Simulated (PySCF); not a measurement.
**CH₄O, SMILES `CO`: what the electrons do**

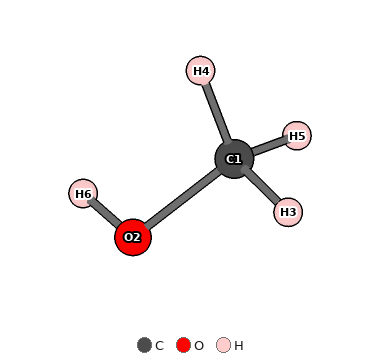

The molecule, with its atoms numbered as below. No frequency check shows the geometry to be a minimum.

Coordinates in Å:

```
C1       0.6597    0.0200    0.0001
O2      -0.7392   -0.1228   -0.0000
H3       1.0734   -0.9866   -0.0062
H4       1.0137    0.5436    0.8946
H5       1.0127    0.5544   -0.8889
H6      -1.1443    0.7507    0.0004
```

Part 1: Bonding charge

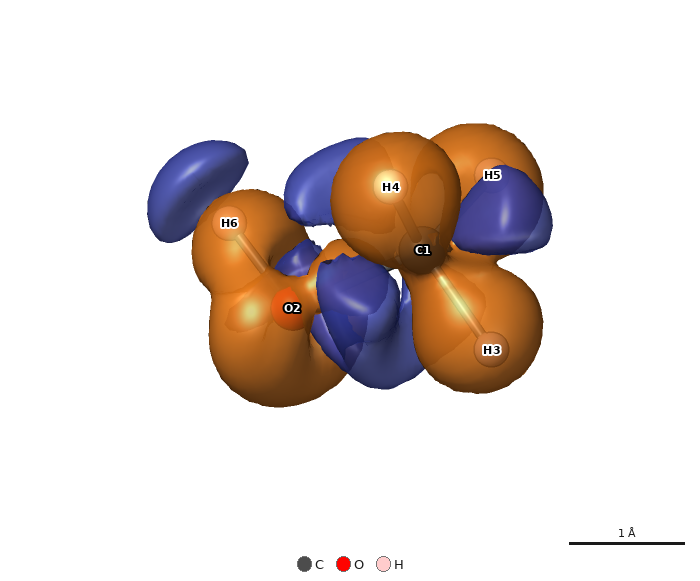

Deformation density (molecule less spherical, spin-averaged free atoms at the same positions), surfaces at ±0.07 e/Å³; orange: gain, blue: loss.

PySCF calculation, ωB97X/def2-SVPD, gas phase; geometry: GFN2-xTB.

Describe the bonding that the map shows.

Answer. O2–H6: +0.89 e/Å³ at the bond critical point (bond length 0.96 Å). C1–H3: +0.76 e/Å³ at the bond critical point (bond length 1.09 Å). C1–H4: +0.73 e/Å³ at the bond critical point (bond length 1.09 Å). C1–H5: +0.73 e/Å³ at the bond critical point (bond length 1.10 Å). C1–O2: +0.13 e/Å³ at the bond critical point (bond length 1.41 Å). In all, 1.3 electrons gather in the regions of gain relative to the promolecule. A small or negative value marks a very polar bond, one between electron-rich atoms, whose free-atom densities already overlap strongly, a long bond to a heavier atom, or a closed-shell contact such as a hydrogen bond.

Where do the Hirshfeld charges lie?

Answer. The highest Hirshfeld charge is on H6 (+0.16 e), the lowest on O2 (−0.24 e).

```tsv
atom	charge (e)
C1	−0.04
O2	−0.24
H3	+0.05
H4	+0.04
H5	+0.04
H6	+0.16
```

Part 2: Bond critical points

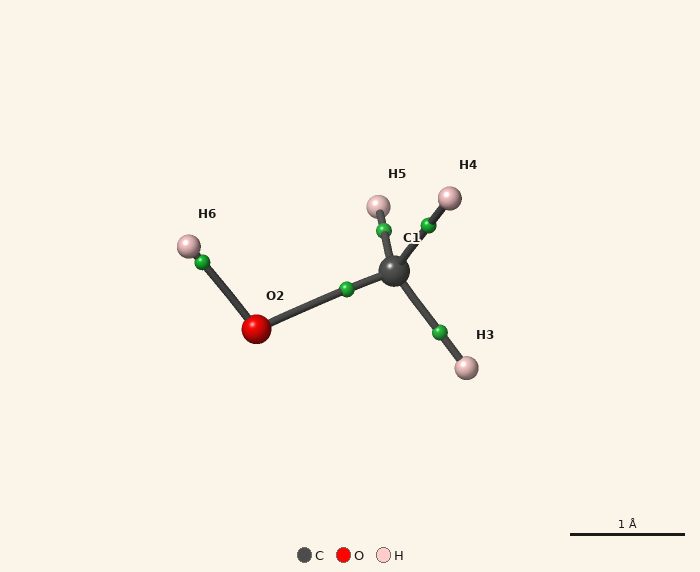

Molecular graph of the electron density (QTAIM): bond paths, bond critical points (green), ring points (magenta, if any); weak paths are dashed.

How many critical points of each kind are there, and does the count close?

Answer. 6 nuclei, 5 bond, 0 ring and 0 cage critical points: 6 − 5 + 0 − 0 = 1, as the Poincaré–Hopf relation requires.

Give the properties at the bond critical points.

Answer.
| bond | length (Å) | ρ (a.u.) | ∇²ρ (a.u.) | ε | H (a.u.) |
| --- | --- | --- | --- | --- | --- |
| O2–H6 | 0.963 | 0.363 | −2.23 | 0.02 | −0.628 |
| C1–H3 | 1.088 | 0.285 | −1.10 | 0.04 | −0.313 |
| C1–H4 | 1.095 | 0.280 | −1.05 | 0.05 | −0.302 |
| C1–H5 | 1.096 | 0.280 | −1.05 | 0.05 | −0.302 |
| C1–O2 | 1.406 | 0.261 | −0.42 | 0.00 | −0.380 |

What kind of interaction is O2–H6?

Answer. Shared-shell (covalent): ρ = 0.363, ∇²ρ = −2.23, H = −0.628 a.u.

Part 3: Local ionisation energy

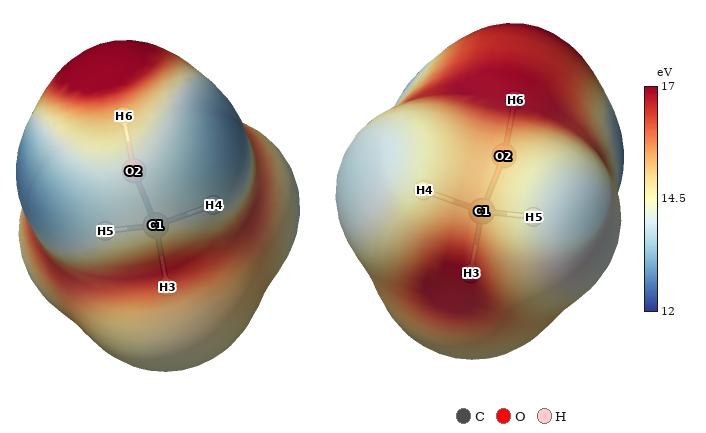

Average local ionisation energy on the surface of electron density 0.001 a.u. (back view left, front view right).

Locate the minima of the map.

Answer. The lowest value is 12.8 eV, 1.9 Å from O2, and at like points elsewhere. Further minima include 13.7 eV, 1.4 Å from H4, and at like points elsewhere; 14.3 eV, 1.3 Å from H3. For comparison, the highest occupied orbital lies at −10.5 eV.

What volume does the surface enclose, and what is the dipole moment?

Answer. About 53 Å³; the dipole moment is 1.7 D.

Part 4: Removing or adding an electron

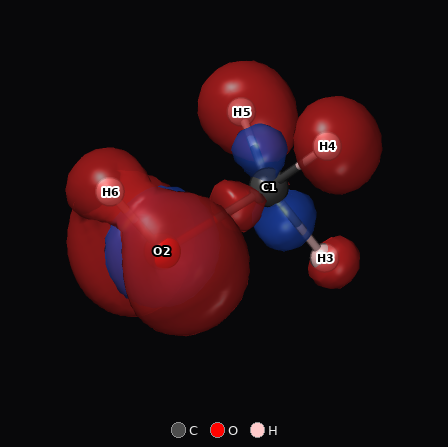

Fukui function f⁻ = ρ(N) − ρ(N−1) at fixed geometry, surfaces at ±0.06 e/Å³ (red positive, blue negative).

Method: PBE0/def2-SVP; geometry: GFN2-xTB; program: PySCF.

On which atoms does the density change most on removal of an electron?

Answer. f⁻ (Hirshfeld-condensed) is largest on O2 (0.43); the vertical ionisation energy is 10.64 eV. Condensed values hint at sites of electrophilic attack but needn't mark the atom that reacts. Orbital relaxation makes it negative in places (0.18 e in all).

Part 5: Localised orbitals

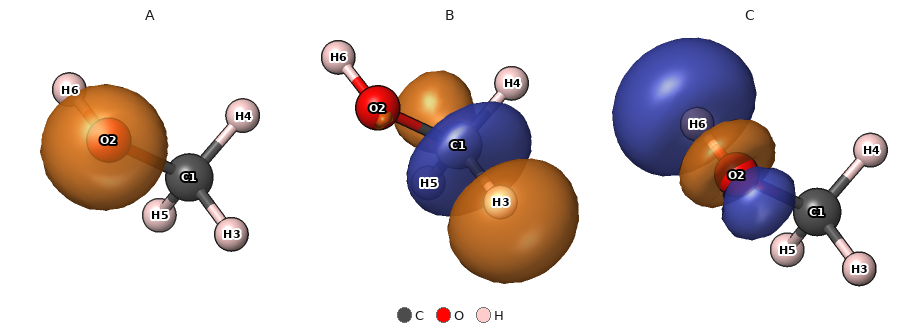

Intrinsic bond orbitals (IBO), occupied and valence-virtual; each surface holds about 80 % of the orbital's density. Energies are diagonal elements of the Fock matrix.

Level of theory: BP86/6-31G* (PySCF), at a geometry from GFN2-xTB.

What does each orbital represent in a Lewis picture?

Answer. By panel:
- A: lone pair on O2 (sp1.1-type) (O2 99 %; −11.6 eV)
- B: σ* orbital H3–C1 (H3 57 %, C1 42 %; 8.2 eV)
- C: σ* orbital H6–O2, mostly on H6 (H6 67 %, O2 33 %; 5.7 eV)

How do all the valence pairs divide up?

Answer. 7 pairs: 5 σ bonds and 2 lone pairs.
